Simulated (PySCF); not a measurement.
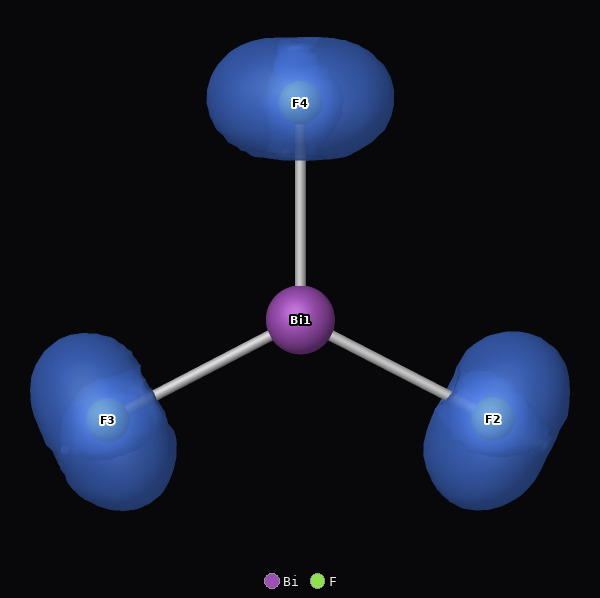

Figure 1: BiF$_{3}$ (charge +2). Isosurface of the ELF at 0.75 (blue), seen across its widest extent. Only the valence region is drawn (cores and ρ < 0.01 e/Å³ removed).

Core potentials replace the inner electrons of Bi.

Computed with PySCF 2.14.0, RKS TPSS, Bi def2-SVP with ECP60, F def2-SVP; non-relativistic Hamiltonian with scalar-relativistic core potentials where named; density fitting.

Input file:

```
mol = gto.M(atom='''
Bi     0.30926    -0.00000     0.00000
F     -0.60658     0.00000     1.77243
F     -0.60658    -0.00000    -1.77243
F      2.30447     0.00000    -0.00000''',
    basis={'Bi': 'def2-SVP', 'F': 'def2-SVP'},
    ecp={'Bi': 'def2-SVP'},
    charge=2, spin=0)
mf = dft.RKS(mol, xc='TPSS')
mf.grids.atom_grid = (75, 302)  # f atoms: at least (60, 302), unpruned
mf = mf.density_fit()  # Bi def2-universal-JKFIT, F def2-universal-JKFIT
mf.conv_tol = 1e-09; mf.max_cycle = 55
mf.kernel(dm0)
```

Run with:

```sh
OMP_NUM_THREADS=2 python run.py
```

Describe the localisation domains.

The surface consists of three regions wrapped around F (the valence shell of each).

Values along the shortest contacts:
Bi–F (2.00 Å): the ELF is about 0.20 at the midpoint.
